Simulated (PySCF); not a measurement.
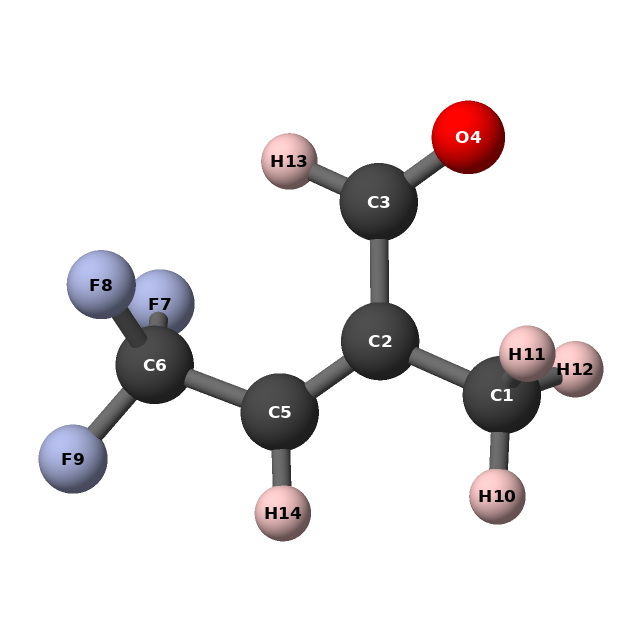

Every bond is drawn as one stick. Computed geometry: GFN2-xTB optimisation. No frequency run is at hand to confirm it as a minimum. Computed with PBE0/pcSseg-1 (PySCF 2.14.0).

List the Mayer bond orders of C1–C2, C1–H10, C1–H11, C2–C3, C2–C5, C3–O4, C3–H13, C5–C6, C5–H14, C6–F7, C6–F9 (one bond of each equivalent set).

```tsv
bond	Mayer order	length (Å)
C1–C2	1.07	1.490
C1–H10	0.96	1.085
C1–H11	0.94	1.089
C2–C3	1.00	1.489
C2–C5	1.74	1.336
C3–O4	2.01	1.200
C3–H13	0.94	1.102
C5–C6	1.04	1.498
C5–H14	0.94	1.081
C6–F7	0.99	1.346
C6–F9	0.98	1.339
```
